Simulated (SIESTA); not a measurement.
Band structure of TaAu (P4/mmm, 2 atoms in the cell).

```
CELL_PARAMETERS angstrom
      2.95589     0.00000     0.00000
      0.00000     2.95589     0.00000
      0.00000     0.00000     4.15809
ATOMIC_POSITIONS crystal
  Ta 0.50000 0.50000 0.50000
  Au 0.00000 0.00000 0.00000
```

Method: SIESTA with LDA PW92, numerical atomic orbitals DZP, PseudoDojo LDA standard norm-conserving potentials (rewritten from UPF to PSML).

Settings: XC.functional = LDA; XC.authors = PW92; potentials = PseudoDojo LDA standard; PAO.BasisSize = DZP; PAO.EnergyShift = 0.01 Ry; MeshCutoff = 300 Ry; kgrid.MonkhorstPack = 9 9 7; OccupationFunction = FD; ElectronicTemperature = 1160.45 K; MaxSCFIterations = 150; SCF.Mixer.Method = Pulay; SCF.Mixer.Weight = 0.2; SCF.Mixer.History = 8; SCF.DM.Tolerance = 1.0E-04.

The starting cell comes from a database of computed structures (which also holds hypothetical and non-ambient phases and stackings), without a prior relaxation at this level. Its lattice was rescaled by a random factor within 2.5 % of one. Spin-orbit coupling is off. Spin polarisation is off. Values carry the incompleteness of an atom-centred basis.

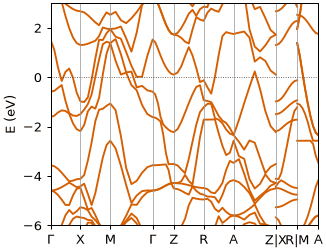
Bands along the path, energies from the Fermi level.

Levels in eV from the Fermi level, bands 13 to 18:
```csv
point,13,14,15,16,17,18
Γ,-4.59,-3.56,-1.61,-0.58,1.53,3.25
X,-4.42,-4.11,-2.18,-1.49,-0.97,1.31
M,-2.57,-1.06,1.39,1.39,1.95,1.95
Z,-4.28,-4.28,-3.51,-2.22,0.11,1.73
R,-4.48,-1.71,-1.21,-0.93,-0.12,2.29
A,-3.46,-2.57,-2.34,-2.34,1.76,3.50
```

Bands cross the Fermi level along this path, so the cell is metallic at this level.

Higher empty bands are left out: an atom-centred basis made for the valence describes them poorly.
